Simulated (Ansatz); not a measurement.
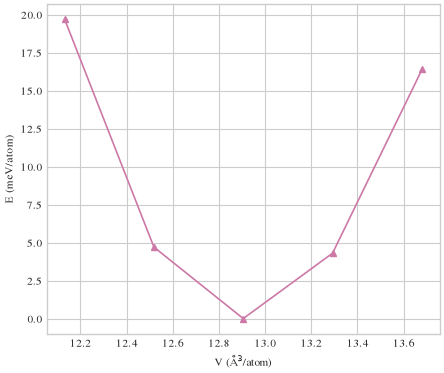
Figure. ScNiN2 in space group R-3m (No. 166; Sc on 3b, Ni on 3a, N on 6c) under volume change, PBEsol (plane waves, PAW; program Ansatz), shape and atoms relaxed at each volume.

Task: What does a third-order Birch–Murnaghan fit give for V₀, B₀ and B′?

Result: V₀ = 12.91 Å³/atom, B₀ = 124 GPa, B′ = 3.5.

The start of the workflow was typed in or built on a structure type; neither database checked (COD, Materials Project) lists it. Its standing as an ambient phase is unchecked. Symmetry was held in the PBEsol relaxation; whether a distortion lowers the energy is not shown. Spin order of the final state: ferromagnetic, the only order run, not a proven ground state. No Hubbard U is applied.

Potentials: the earlier of the program's two PAW sets. The files were generated under PBE; for other functionals the program regenerates the frozen cores, and for LDA and PBEsol the local potential too.
